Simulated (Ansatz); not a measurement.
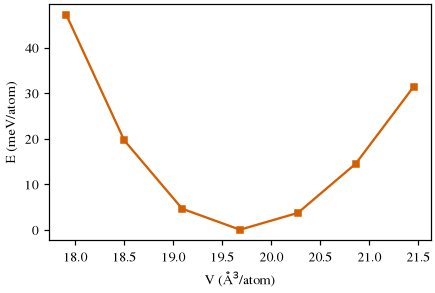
Figure: Y₃Si₅ in space group P-62m (No. 189; Y on 3f, Si on 2d, Si on 3g) under volume change, PBE (plane waves, PAW; program Ansatz), shape and atoms relaxed at each volume.

**Question.** What does a third-order Birch–Murnaghan fit give for V₀, B₀ and B′?

**Answer.** V₀ = 19.70 Å³/atom, B₀ = 77.3 GPa, B′ = 5.0.

The start of the workflow was typed in or built on a structure type; neither database checked (COD, Materials Project) lists it. Its standing as an ambient phase is unchecked. Symmetry was held in the PBE relaxation; whether a distortion lowers the energy is not shown. The run is not spin-polarised.

Potentials: the earlier of the program's two PAW sets.
